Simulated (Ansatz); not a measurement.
# Si on Al(111): hop to the nearest other hollow, part 2 of 2

Aim: the minimum-energy path and barrier of the hop to the nearest other hollow. The ends are relaxed first, then joined by a nudged elastic band. The slab cell is 2×2, 4 layers thick, and the adsorbate is set down on it by hand.

Ansatz 0.2.0; DFT LDA, plane waves, PAW, scalar-relativistic, no spin polarisation. Earlier steps stand in the parts before.

**4. The log goes on: end point B relaxed**

Output, continued (excerpt; [...] marks lines left out):

```text
SCF iter   1: F=—  HF=-8810.404531 eV  |F-HF|=—  |Δ(HF+E_count)|=         —  Δρ=7.07e-4  dr2=1.82e-2  ethr=5.46e-4  ⟨swp⟩=2.8  Hψ=352  notcnv=0  defer=30
[...]
relax step   5: F+E_penalty+E_count = -8810.40183079 eV  Δ(F+E_penalty+E_count) = -1.117e-3 eV  max|allowed force component| = 3.852e-2 eV/Å  Δτ_max = 0.0165 Å  (8 SCF iters, accepted)
[...]
relax step   6: F+E_penalty+E_count = -8810.40233556 eV  Δ(F+E_penalty+E_count) = -5.048e-4 eV  max|allowed force component| = 5.581e-3 eV/Å  Δτ_max = 0.0123 Å  (7 SCF iters, accepted)
SCF converged after 7 iterations
Free energy (F): -8810.402336 eV
[...]
E sigma→0 (E₀):  -8810.397042 eV
Entropy (-TS):   -0.010588 eV (-0.623 meV/atom)
Fermi energy:    1.923876 eV
[...]
--- Forces (eV/Å), atoms counted from 1 ---
  atom   1  Al    -0.00000000    -0.00000000     0.04407978
  atom   2  Al     0.00000001    -0.24229065    -0.01287125
[...]
    - { symbol: Al, position: [0.16823984821527527, 0.6635203035694494, 0.17155784583901695] }
    - { symbol: Al, position: [0.6666666666666666, 0.6666666666666666, 0.17055296391463332] }
    - { symbol: Al, position: [-0.16967195157273635, 0.33934390314547297, 0.28700625761220727] }
    - { symbol: Al, position: [0.3333333333333333, 0.3333333333333333, 0.28605706549818744] }
    - { symbol: Al, position: [-0.16967195157273648, 0.8303280484272639, 0.28700625761220727] }
    - { symbol: Al, position: [0.3393439031454728, 0.8303280484272635, 0.28700625761220727] }
    - { symbol: Al, position: [3.3704272499294825e-17, 5.22457930266134e-17, 0.4034431126151687] }
    - { symbol: Al, position: [0.4915031778684081, 0.016993644263184282, 0.4052836785140822] }
    - { symbol: Al, position: [0.0169936442631842, 0.49150317786840786, 0.4052836785140822] }
    - { symbol: Al, position: [0.491503177868408, 0.4915031778684078, 0.4052836785140822] }
    - { symbol: Si, position: [0.6666666666666666, 0.6666666666666666, 0.49532762291881294] }
```

Run time: 9.7 s. Hardware: 2 threads of Intel Xeon 6975P-C (Granite Rapids), shared host; peak memory 0.63 GiB.

Relaxation path:

```tsv
step	energy from step 1 (eV/cell)	largest force component (eV/Å)
1	0.0000	1.0414
2	-0.2736	0.1636
3	-0.3103	0.0888
4	-0.3167	0.0360
5	-0.3178	0.0385
6	-0.3183	0.0056
```

Step 1 is the start. 4 atoms are held fixed.

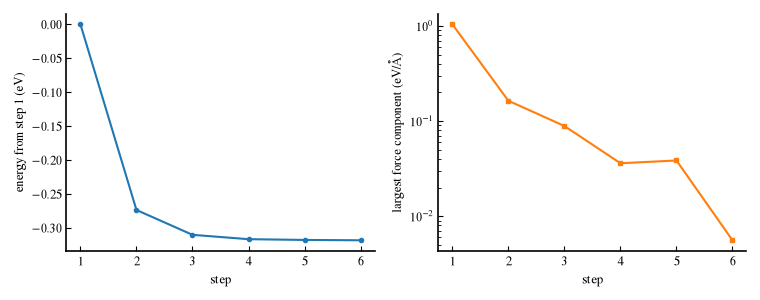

How energy and force went from step to step.

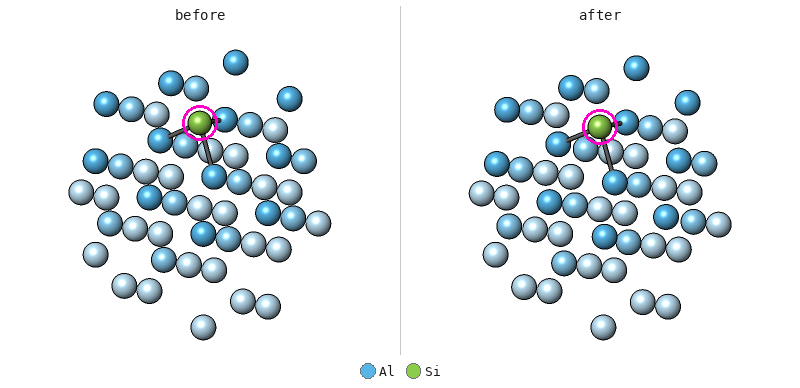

Before and after, at one scale. Each atom of the cell is drawn once, at one copy chosen for all pictures, so bonds across the cell's faces may be missing, with copies of the slab's atoms added to fill out the patch; deeper layers are paler.

The atom that moved most is Al13, by 0.34 Å.

**5. Nudged elastic band**

crystal.atoms is end A as relaxed above, and neb.final_atoms is end B. With 5 inner images the band has 7 in all.

input.yaml

```yaml
crystal:
  lattice:
    - [5.727565, 0.0, 0.0]
    - [2.863782, 4.960217, 0.0]
    - [0.0, 0.0, 19.014806]
  atoms:
    - { symbol: Al, position: [0.0, 0.0, 0.0525906] }
    - { symbol: Al, position: [0.5, 0.0, 0.0525906] }
    - { symbol: Al, position: [0.0, 0.5, 0.0525906] }
    - { symbol: Al, position: [0.5, 0.5, 0.0525906] }
    - { symbol: Al, position: [0.16236058, 0.16846922, 0.17153181] }
    - { symbol: Al, position: [0.66913306, 0.16847844, 0.17153811] }
    - { symbol: Al, position: [0.16678068, 0.66641307, 0.17287452] }
    - { symbol: Al, position: [0.66899384, 0.66196616, 0.17144077] }
    - { symbol: Al, position: [-0.16647781, 0.33290306, 0.28962058] }
    - { symbol: Al, position: [0.33559997, 0.32870353, 0.28803636] }
    - { symbol: Al, position: [-0.17028768, 0.83443055, 0.28783835] }
    - { symbol: Al, position: [0.33577161, 0.8344412, 0.28782376] }
    - { symbol: Al, position: [0.01301981, -0.02602986, 0.40637325] }
    - { symbol: Al, position: [0.49987751, 0.00030773, 0.40715959] }
    - { symbol: Al, position: [0.01159309, 0.51161351, 0.40697603] }
    - { symbol: Al, position: [0.47657883, 0.51172555, 0.40693484] }
    - { symbol: Si, position: [0.83533699, 0.32880505, 0.49400605] }
basis:
  ecutwfc: 420.0
kpoints:
  mp_grid: { grid: [4, 4, 1] }
hamiltonian:
  xc: lda
scf:
  occupations: { method: gaussian, width: 0.05 }
  lower_state_search: "off"
neb:
  images: 5
  f_tol: 0.05
  initial_path: idpp
  max_iterations: 80
  optimiser: lbfgs
  constraints: [{ sites: [0, 1, 2, 3] }]
  final_atoms:
    - { symbol: Al, position: [0.0, 0.0, 0.0525906] }
    - { symbol: Al, position: [0.49999999, 4.0e-08, 0.0525906] }
    - { symbol: Al, position: [4.0e-08, 0.5, 0.0525906] }
    - { symbol: Al, position: [0.50000002, 0.50000003, 0.0525906] }
    - { symbol: Al, position: [0.16823986, 0.16823986, 0.17155785] }
    - { symbol: Al, position: [0.66352031, 0.16823989, 0.17155785] }
    - { symbol: Al, position: [0.16823988, 0.66352032, 0.17155785] }
    - { symbol: Al, position: [0.66666669, 0.66666671, 0.17055296] }
    - { symbol: Al, position: [-0.16967193, 0.3393439, 0.28700626] }
    - { symbol: Al, position: [0.33333335, 0.33333336, 0.28605707] }
    - { symbol: Al, position: [-0.16967191, 0.83032805, 0.28700626] }
    - { symbol: Al, position: [0.33934394, 0.83032807, 0.28700626] }
    - { symbol: Al, position: [0.0, 0.0, 0.40344311] }
    - { symbol: Al, position: [0.49150317, 0.01699367, 0.40528368] }
    - { symbol: Al, position: [0.01699367, 0.49150318, 0.40528368] }
    - { symbol: Al, position: [0.4915032, 0.49150321, 0.40528368] }
    - { symbol: Si, position: [0.66666669, 0.66666671, 0.49532762] }
  order_check: true
```

The run is started by

```console
ansatz run input.yaml --threads 2 --pin off --max-ram 5120MiB --backend cpu --events-out ev --progress --plain --runs-dir out
```

The log of the run (excerpt; [...] marks lines left out):

```text
Warning: neb: disabling space-group detection — the band's intermediate images generally break the endpoint symmetry, so no spatial operation reduces the k-mesh or symmetrises the density, except that a semilocal band can use its path's symmetry ahead of convergence; time reversal is [...]
Warning: RAYON_NUM_THREADS=2 ignored (pool sized by the plan → 2); use --threads N
[...]
Pseudopotentials: kind: paw
Pseudopotential: Al, paw, valence charge 3, recommended cutoff 420 eV (normal), Al.paw.azcp
Pseudopotential: Si, paw, valence charge 4, recommended cutoff 420 eV (normal), Si.paw.azcp
Functional definition: SPW92
[...]
parallel-image band execution: 2 concurrent image workers
NEB image 0
Crystal: 17 atoms, lattice volume = 540.210 Å³
Basis set: ecut = 420 eV, 10659 PW (Γ)
Bands: 43, of which v1, the nominal top of the filled ones, is band 26 counted from 1 (25 counted from 0)
Symmetry: 1 space group operations
k-points: 10 of 16 (time reversal used)
[...]
SCF iter   1: F=—  HF=-8810.605327 eV  |F-HF|=—  |Δ(HF+E_count)|=         —  Δρ=3.74e-3  dr2=1.34e0  ethr=1.77e-3  ⟨swp⟩=8.5  Hψ=2557  notcnv=0  defer=9
[...]
NSCF: frozen V_eff on 10 k-points
NEB image 6
[...]
NSCF: frozen V_eff on 10 k-points
NEB end point (image 0): max|allowed force component| = 2.297e-2 eV/Å (the criterion of neb.relax_end_points is 1.000e-2)
NEB end point (image 6): max|allowed force component| = 5.615e-3 eV/Å (the criterion of neb.relax_end_points is 1.000e-2)
NEB image 1
[...]
SCF iter   2: F=—  HF=-8810.401675 eV  |F-HF|=—  |Δ(HF+E_count)|=   5.89e-2  Δρ=2.12e-3  dr2=2.85e-1  ethr=1.77e-3  ⟨swp⟩=1.3  Hψ=525  notcnv=0  defer=57
[...]
NEB image 2
[...]
NEB image 3
[...]
NEB image 4
[...]
NEB image 5
[...]
NEB iter   1: max|band force component| = 8.546e-1 eV/Å  barrier→ = 0.4727 eV  barrier← = 0.3494 eV  Δτ_max = 0.0165 Å  (65 SCF iters)
[...]
NEB iter   4: max|band force component| = 2.099e-1 eV/Å  barrier→ = 0.1922 eV  barrier← = 0.0689 eV  CI = image 4  Δτ_max = 0.0041 Å  (34 SCF iters)
[...]
NEB iter   5: max|band force component| = 1.991e-1 eV/Å  barrier→ = 0.1910 eV  barrier← = 0.0677 eV  CI = image 4  Δτ_max = 0.0377 Å  (25 SCF iters)
NEB image 1
```

**6. The log goes on: band between the two ends**

Output, continued (excerpt; [...] marks lines left out):

```text
[...]
NEB image 2
[...]
NEB image 3
[...]
NEB image 4
[...]
NEB image 5
[...]
NEB iter   6: max|band force component| = 1.341e-1 eV/Å  barrier→ = 0.1819 eV  barrier← = 0.0586 eV  CI = image 4  Δτ_max = 0.0309 Å  (35 SCF iters)
[...]
NEB iter  10: max|band force component| = 5.353e-2 eV/Å  barrier→ = 0.1758 eV  barrier← = 0.0525 eV  CI = image 4  Δτ_max = 0.0407 Å  (6 SCF iters)
[...]
NEB iter  11: max|band force component| = 1.818e-2 eV/Å  barrier→ = 0.1757 eV  barrier← = 0.0524 eV  CI = image 4  Δτ_max = 0.0000 Å  (223 SCF iters)
Free energy (F): -8810.349938 eV
[...]
E sigma→0 (E₀):  -8810.346611 eV
Entropy (-TS):   -0.006653 eV (-0.391 meV/atom)
Fermi energy:    1.977070 eV
[...]
--- Forces (eV/Å), atoms counted from 1 ---
  atom   1  Al     0.00051165     0.04755302     0.05065883
  atom   2  Al     0.00078709    -0.18249816     0.06753526
[...]
    - { symbol: Al, position: [0.1670390187424982, 0.6661994607931535, 0.1719974226665437] }
    - { symbol: Al, position: [0.6676542180434708, 0.6649157573501313, 0.17119484419507505] }
    - { symbol: Al, position: [-0.17059706960563265, 0.3415440472717677, 0.28762816543717434] }
    - { symbol: Al, position: [0.3329145396550208, 0.3346405739794308, 0.28534088394240703] }
    - { symbol: Al, position: [-0.17467179860706364, 0.8406306767344207, 0.28903610107918326] }
    - { symbol: Al, position: [0.33438268205322, 0.8406236494759669, 0.2890586411608845] }
    - { symbol: Al, position: [-0.012117674251895907, 0.0245457300399979, 0.4089153430034903] }
    - { symbol: Al, position: [0.5131880070315747, -0.02595553362446748, 0.41148578160866517] }
    - { symbol: Al, position: [0.03189034190258891, 0.49484223045920395, 0.4029049445448232] }
    - { symbol: Al, position: [0.47357711655553614, 0.49463521820953255, 0.40295903405741285] }
    - { symbol: Si, position: [0.7250380620332173, 0.5502427239469921, 0.4948539524211917] }
```

Run time: 5.4 min. Hardware: 2 threads of Intel Xeon 6975P-C (Granite Rapids), shared host; peak memory 1.5 GiB.

**7. Images and barrier**

Images 0 and 6 are the ends. Energies count from image 0; the path length is the program's own measure over all atoms.

```tsv
image	path (Å)	energy (eV)	Si17 x y z (Å)	band force (eV/Å)
0	0.000	0.0000	5.73 1.63 9.39	-
1	0.322	0.0168	5.73 1.87 9.39	0.018
2	0.643	0.0794	5.73 2.14 9.38	0.017
3	0.965	0.1403	5.73 2.43 9.39	0.013
4*	1.286	0.1757	5.73 2.73 9.41	0.002
5	1.628	0.1462	5.73 3.02 9.42	0.005
6	1.971	0.1233	5.73 3.31 9.42	-
```

The star marks the climbing image.

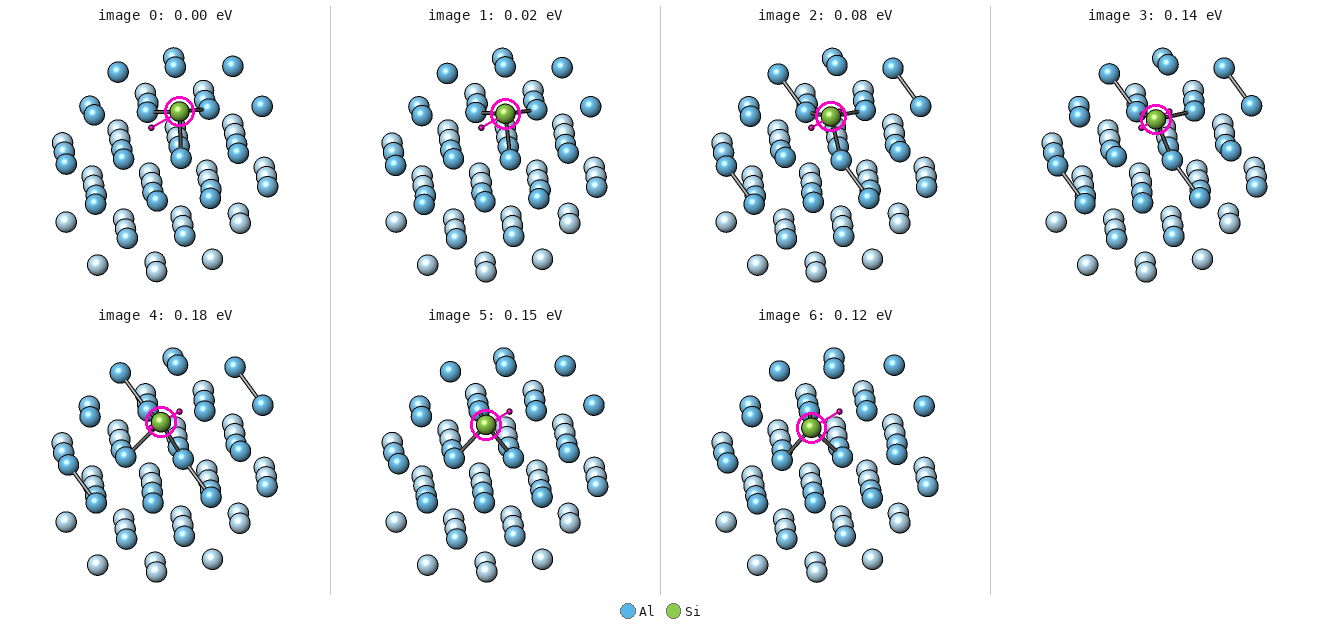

Snapshots along the band, viewed from above, slightly tilted. Ringed: Si17. The magenta line is the track of the ringed atom over the whole band, with dots at its ends. Each atom of the cell is drawn once, at one copy chosen for all pictures, so bonds across the cell's faces may be missing, with copies of the slab's atoms added to fill out the patch; deeper layers are paler. Sticks join atoms closer than a bonding distance in each image.

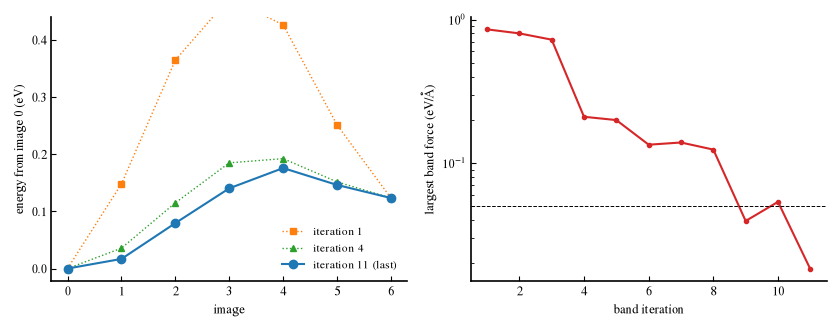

Left: energy of each image for early iterations and the last one (lines only join the points; early values far above the last band run off the scale). Right: the largest band force by iteration, with the threshold dashed.

How the highest energy settled:

```tsv
iteration	highest image above image 0 (eV)	largest band force (eV/Å)
1	0.4727	0.855
2	0.4365	0.801
3	0.2436	0.724
4	0.1922	0.210
5	0.1910	0.199
6	0.1819	0.134
7	0.1781	0.139
8	0.1779	0.124
9	0.1771	0.039
10	0.1758	0.054
11	0.1757	0.018
```

The band as a trajectory file:

```xyz
17
Lattice="5.728 0.000 0.000 2.864 4.960 0.000 0.000 0.000 19.015" Properties=species:S:1:pos:R:3 pbc="T T T" image=0 dE=0.0000
Al    0.000    0.000    1.000
Al    2.864    0.000    1.000
Al    1.432    2.480    1.000
Al    4.296    2.480    1.000
Al    1.412    0.836    3.262
Al    4.315    0.836    3.262
Al    2.864    3.306    3.287
Al    5.727    3.283    3.260
Al    0.000    1.651    5.507
Al    2.864    1.630    5.477
Al    1.414    4.139    5.473
Al    4.313    4.139    5.473
Al    0.000   -0.129    7.727
Al    2.864    0.002    7.742
Al    1.532    2.538    7.739
Al    4.195    2.538    7.738
Si    5.726    1.631    9.393
17
Lattice="5.728 0.000 0.000 2.864 4.960 0.000 0.000 0.000 19.015" Properties=species:S:1:pos:R:3 pbc="T T T" image=1 dE=0.0168
Al    0.000    0.000    1.000
Al    2.864    0.000    1.000
Al    1.432    2.480    1.000
Al    4.296    2.480    1.000
Al    1.417    0.862    3.257
Al    4.317    0.861    3.257
Al    2.866    3.327    3.287
Al    5.731    3.308    3.265
Al    0.005    1.699    5.500
Al    2.869    1.676    5.464
Al    1.424    4.198    5.481
Al    4.314    4.199    5.482
Al    0.005    0.002    7.779
Al    2.868    0.004    7.762
Al    1.570    2.601    7.707
Al    4.166    2.600    7.706
Si    5.734    1.869    9.392
17
Lattice="5.728 0.000 0.000 2.864 4.960 0.000 0.000 0.000 19.015" Properties=species:S:1:pos:R:3 pbc="T T T" image=2 dE=0.0794
Al    0.000    0.000    1.000
Al    2.864    0.000    1.000
Al    1.432    2.480    1.000
Al    4.296    2.480    1.000
Al    1.419    0.861    3.251
Al    4.314    0.861    3.250
Al    2.866    3.321    3.282
Al    5.730    3.303    3.266
Al    0.003    1.699    5.486
Al    2.868    1.678    5.441
Al    1.418    4.205    5.491
Al    4.316    4.205    5.492
Al    0.004    0.097    7.816
Al    2.867   -0.097    7.811
Al    1.603    2.580    7.665
Al    4.129    2.576    7.668
Si    5.731    2.137    9.383
17
Lattice="5.728 0.000 0.000 2.864 4.960 0.000 0.000 0.000 19.015" Properties=species:S:1:pos:R:3 pbc="T T T" image=3 dE=0.1403
Al    0.000    0.000    1.000
Al    2.864    0.000    1.000
Al    1.432    2.480    1.000
Al    4.296    2.480    1.000
Al    1.422    0.854    3.248
Al    4.310    0.853    3.248
Al    2.865    3.315    3.274
Al    5.730    3.298    3.264
Al    0.002    1.695    5.472
Al    2.867    1.674    5.421
Al    1.412    4.195    5.496
Al    4.319    4.195    5.498
Al    0.002    0.147    7.813
Al    2.867   -0.160    7.833
Al    1.615    2.521    7.643
Al    4.114    2.517    7.647
Si    5.730    2.432    9.387
17
Lattice="5.728 0.000 0.000 2.864 4.960 0.000 0.000 0.000 19.015" Properties=species:S:1:pos:R:3 pbc="T T T" image=4 dE=0.1757
Al    0.000    0.000    1.000
Al    2.864    0.000    1.000
Al    1.432    2.480    1.000
Al    4.296    2.480    1.000
Al    1.427    0.848    3.250
Al    4.302    0.848    3.250
Al    2.865    3.304    3.270
Al    5.728    3.298    3.255
Al    0.001    1.694    5.469
Al    2.865    1.660    5.426
Al    1.407    4.170    5.496
Al    4.323    4.170    5.496
Al    0.001    0.122    7.775
Al    2.865   -0.129    7.824
Al    1.600    2.455    7.661
Al    4.129    2.453    7.662
Si    5.728    2.729    9.410
17
Lattice="5.728 0.000 0.000 2.864 4.960 0.000 0.000 0.000 19.015" Properties=species:S:1:pos:R:3 pbc="T T T" image=5 dE=0.1462
Al    0.000    0.000    1.000
Al    2.864    0.000    1.000
Al    1.432    2.480    1.000
Al    4.296    2.480    1.000
Al    1.439    0.834    3.259
Al    4.293    0.834    3.259
Al    2.865    3.289    3.269
Al    5.730    3.302    3.252
Al    0.002    1.683    5.467
Al    2.867    1.635    5.439
Al    1.408    4.135    5.477
Al    4.323    4.135    5.477
Al    0.001    0.038    7.718
Al    2.865   -0.043    7.780
Al    1.562    2.415    7.689
Al    4.169    2.416    7.690
Si    5.730    3.020    9.425
17
Lattice="5.728 0.000 0.000 2.864 4.960 0.000 0.000 0.000 19.015" Properties=species:S:1:pos:R:3 pbc="T T T" image=6 dE=0.1233
Al    0.000    0.000    1.000
Al    2.864    0.000    1.000
Al    1.432    2.480    1.000
Al    4.296    2.480    1.000
Al    1.445    0.835    3.262
Al    4.282    0.835    3.262
Al    2.864    3.291    3.262
Al    5.728    3.307    3.243
Al    0.000    1.683    5.457
Al    2.864    1.653    5.439
Al    1.406    4.119    5.457
Al    4.321    4.119    5.457
Al    0.000    0.000    7.671
Al    2.864    0.084    7.706
Al    1.505    2.438    7.706
Al    4.223    2.438    7.706
Si    5.728    3.307    9.419
```

**8. Summary of results**

What follows sums up all 2 parts.

| quantity | value |
| --- | --- |
| end A | 3 moves, 0.335 eV lower |
| end B | 5 moves, 0.318 eV lower |
| barrier forwards | 0.176 eV |
| barrier backwards | 0.052 eV |
| second end relative to first | +0.123 eV |
| highest image | 4 of 0 to 6, climbing |
| band iterations | 11 |
| lowest curvatures at the top | -0.97 and 0.14 eV/Å² |

Along this path the system climbs 0.18 eV from the first end (7 kT at 300 K); with a typical attempt rate of 10^13 per second that is roughly 10^10 events a second. The second end lies 0.12 eV above the first, so the way back costs 0.052 eV. One curvature at the top is negative and the next is not: a first-order saddle point. A cell of 17 atoms lets the moving atom feel its images, and convergence in size and mesh was not shown.
